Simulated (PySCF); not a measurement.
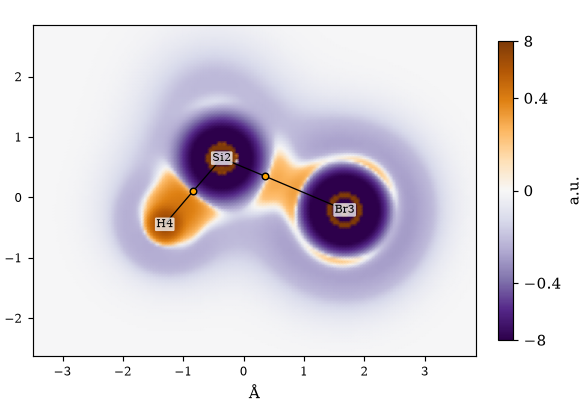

Br2H2Si, SMILES `Br[SiH2]Br`. Negative Laplacian of the density (−∇²ρ) in the plane of Si2, Br3 and H4 (orange positive, purple negative, colour scale in a.u., logarithmic beyond ±0.04), with bond paths and bond critical points (dots).

Level of theory: PBE0/def2-TZVP (PySCF), at a geometry from GFN2-xTB. No frequency check shows the geometry to be a minimum. GFN2-xTB bond lengths at metals and heavier atoms can be off by up to 0.1 Å and shapes distorted, which carries into these values.

The calculation's input:

```python
import numpy as np
from pyscf import gto, scf, dft
from pyscf.scf import atom_ks, atom_hf
from scipy.linalg import block_diag

def solve(mol, dm0=None, hcore=None):
    mf = (dft.UKS if mol.spin else dft.RKS)(mol, xc='pbe0')
    mf.grids.level = 3
    mf = mf.density_fit(auxbasis='def2-universal-jkfit')
    mf.conv_tol, mf.max_cycle = 1e-8, 80
    if hcore is not None:
        mf.get_hcore = lambda *args: hcore
    mf.kernel(dm0)
    if not mf.converged:
        mf = mf.newton().run(mf.mo_coeff, mf.mo_occ, max_cycle=30)
    assert mf.converged, 'SCF not converged'
    return mf

mol = gto.M(atom='''
Br     1.78675     0.25922     0.00002
Si     0.00003    -1.03938     0.00000
Br    -1.78676     0.25922    -0.00002
H     -0.00077    -1.79705     1.23184
H      0.00077    -1.79705    -1.23183
''', basis='def2-tzvp', charge=0, spin=0, verbose=4)
mf = solve(mol)
mf.analyze()
# spherically averaged free atoms, for the promolecule
atm = atom_ks.get_atm_nrks(mol, xc='pbe0')
pro = block_diag(*[(atm[a[0]][2] * atm[a[0]][3]) @ atm[a[0]][2].T for a in mol._atom])
np.savez('result.npz', e=mf.e_tot, c=mf.mo_coeff, occ=mf.mo_occ, eps=mf.mo_energy, pro=pro, dip=mf.dip_moment(verbose=0), s2=mf.spin_square()[0])
```

Command:

```sh
OMP_NUM_THREADS=1 python input.py
```

The run took 27 s on 1 thread of Arm Neoverse N1, with other jobs on the host, peak memory 0.55 GiB.

Partitions, critical points and surface values were worked out afterwards from this run's density.

Sort the bonds in the plane by the sign of ∇²ρ at their critical points.

Answer. At none is it concentrated. Depleted (∇²ρ > 0): Si2–H4 (+0.18 a.u., H = −0.087); Si2–Br3 (+0.09 a.u., H = −0.052). A positive Laplacian with clearly negative H marks a strongly polar covalent bond, whose critical point lies close to the core of the less electronegative atom.

Where along Si2–Br3 does the critical point lie?

Answer. 0.78 Å from Si2 and 1.43 Å from Br3.
